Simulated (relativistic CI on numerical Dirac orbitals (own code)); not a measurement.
```
atom W  Z=74  charge=5  electrons=69
nucleus A=184  rms_radius_fm=5.3658
hamiltonian dirac-coulomb  breit=on  qed=on  c_scale=1
orbitals kli  potential=per-configuration
slater_scale 0.9
correlation none
mixing on
configurations
  [Xe] 4f14 5d
  [Kr] 4d10 4f14 5s2 5p5 5d2
end
absorption O2,3 T=300 lorentz=1 gauss=0.3
crystal_field Oh 10Dq=97900
```

Multiplet model: relativistic Dirac–Coulomb–Breit theory, one configuration a step, Slater integrals scaled by 0.9, 300 K, Voigt broadening (Lorentzian 1 eV, Gaussian 0.3 eV full widths), computed with a radial Dirac CI code.

The O₂,₃ X-ray absorption spectrum that results:

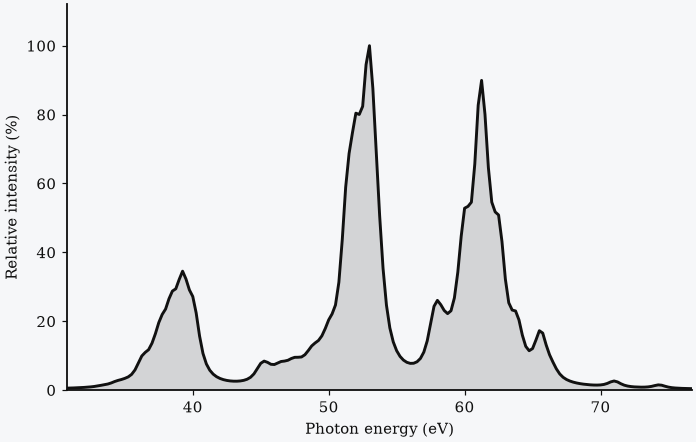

The main maxima lie at 39.3 eV (35), 45.3 eV (8), 53.0 eV (100), 58.0 eV (26), 61.2 eV (90) and 65.6 eV (17), heights in % of the largest; the centroid is at 53.9 eV. The ground state has S = 0.50.

Caveat: free-ion energies, so absolute edge positions are off by a few eV from solids; core and valence shell share one n, so the strongest features autoionise and are far broader and can lie several eV off in experiment.
